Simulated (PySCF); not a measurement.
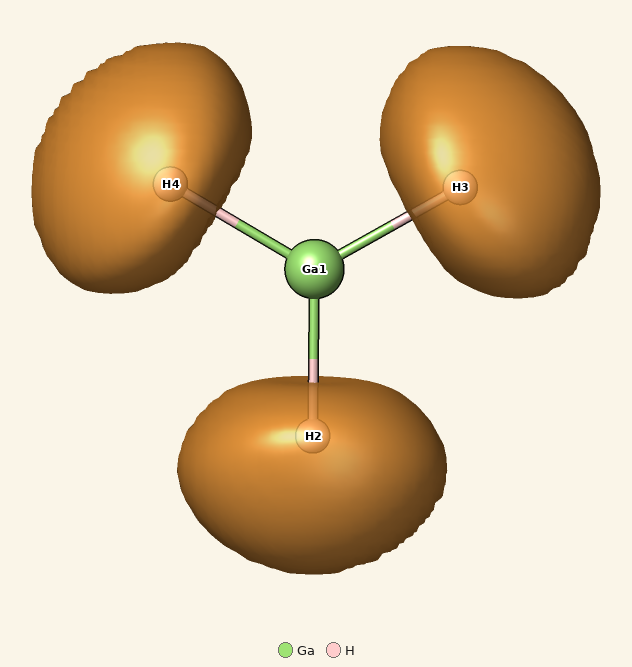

GaH3 (gallium hydride (gah3)). Isosurface of the ELF at 0.85 (orange), seen across its widest extent. Core shells and regions of very low density are left out.

Geometry: PBE0-D3(BJ)/ma-def2-SVP.

All numbers below come from PySCF, DFT single point, gas phase, functional wB97X.

Input

```
{"job": {"kind": "sp", "xc": "wB97X", "basis": "ma-def2-TZVP", "d3": "d3bj", "grid": 2}, "charge": 0, "multiplicity": 1}
Ga     0.005146     0.002208    -0.011381
H      0.003278     1.573226    -0.031180
H      1.366718    -0.781068     0.020998
H     -1.354644    -0.784804    -0.024135
```

Launched as:

```sh
OMP_NUM_THREADS=1 python redox_run.py task.json out
```

Question: Identify the bonds, lone pairs and shells in this picture.

Answer: The surface consists of three regions around hydrogen nuclei.

Values along the shortest contacts:
Ga–H (1.57 Å): the ELF climbs to about 1 towards the hydrogen.
